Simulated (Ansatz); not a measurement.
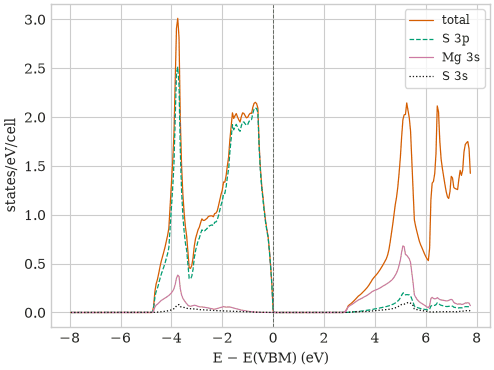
Total and projected density of states of MgS (rock salt, Fm-3m), PBE (plane waves, PAW; program Ansatz)

**Question.** Which orbitals carry the states next to the gap?

**Answer.** Top 1 eV of the valence band: S 3p 97 %. Bottom 1 eV of the conduction band: Mg 3s 75 %, S 3p 7 %, outside the projected shells 14 %. Projections are on Löwdin-orthogonalised atomic valence shells; empty p or d shells of many metals are not among them.

**Question.** Where is the tallest occupied peak in this window, and what makes it?

**Answer.** Near -3.8 eV, about 3.0 states/eV per cell; the largest projected share is S 3p.

The PBE relaxation kept the symmetry of its start.

Potentials: the earlier of the program's two PAW sets.
